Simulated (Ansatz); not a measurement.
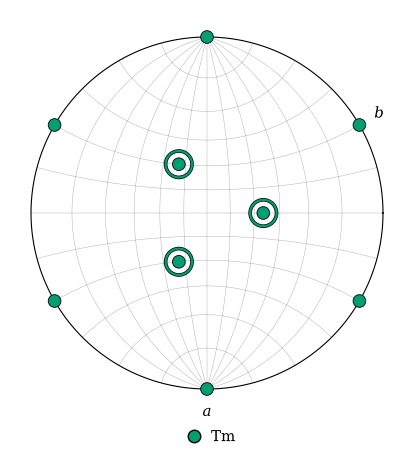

For Tm, the input geometry of an electronic-structure calculation (not necessarily at equilibrium): directions from one thulium atom at (1/3, 2/3, 3/4) to its bonded neighbours, in stereographic projection down c (filled: above the plane of the page or in it, open: below). Geometry calculated from the standardised cell; symmetry tolerance 0.002 Å.

Neighbours are counted up to 4.09 Å for Tm.

```
Tm
1.0
     3.67079    0.00000    0.00000
    -1.83540    3.17900    0.00000
     0.00000    0.00000    5.94307
Tm
2
Direct
  0.33333 0.66667 0.75000
  0.66667 0.33333 0.25000
```

**How many neighbours are there, and at what angles?**

12: 6 Tm at 3.65 Å, 6 Tm at 3.67 Å. Angles between bonds: 60° (24×), 90° (12×), 109° (3×), 120° (18×), 146° (6×), 180° (3×).

**What is the site's symmetry in the crystal?**

Point group -6m2 (D3h), order 12: one −6 axis, three twofold axes, four mirror planes. In No. 194, P6₃/mmc this is Wyckoff position 2d.
